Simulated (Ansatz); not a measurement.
BN (h-BN type, space group P6_3/mmc)

```cif
data_B2N2
_chemical_formula_sum 'B2 N2'
_space_group_name_H-M_alt 'P63/mmc'
_space_group_IT_number 194
_space_group_name_Hall '-P 6c 2c'
_cell_length_a 2.50644
_cell_length_b 2.50644
_cell_length_c 6.61469
_cell_angle_alpha 90.000
_cell_angle_beta 90.000
_cell_angle_gamma 120.000
loop_
_atom_site_label
_atom_site_type_symbol
_atom_site_symmetry_multiplicity
_atom_site_Wyckoff_symbol
_atom_site_fract_x
_atom_site_fract_y
_atom_site_fract_z
_atom_site_occupancy
B1 B 2 c 0.33333 0.66667 0.25000 1
N1 N 2 d 0.66667 0.33333 0.25000 1
```

Equation-of-state scan: isotropic scaling of the cell above, V₀ being its volume. Symmetry pins the atoms to their sites.

Level of theory: PBE-D3(BJ) (plane waves to 420 eV, PAW, scalar-relativistic; Ansatz, an electronic-structure program). k mesh 15×15×5 (Γ-centred), Fermi-Dirac smearing 0.05 eV. E stands for the smeared free energy. With the shape held, the modulus is that of even scaling; a crystal free to change shape is softer. BN was relaxed with its symmetry unable to fall. ΔE is measured from the relaxed starting cell.

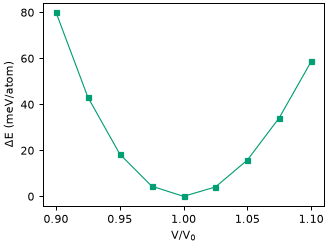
Fig. 1. ΔE (meV/atom) against V/V₀; one marker a computed point.

### Question
What is ΔE at V/V₀ = 1.100?

### Answer
About 59 meV/atom.

### Question
What is ΔE at V/V₀ = 0.900?

### Answer
About 80 meV/atom.

### Question
What bulk modulus at fixed cell shape B₀ follows from a third-order Birch-Murnaghan fit?

### Answer
About 240 GPa.

(Under strain, the slope of the energy per volume gives the stress and its curvature an elastic modulus.)
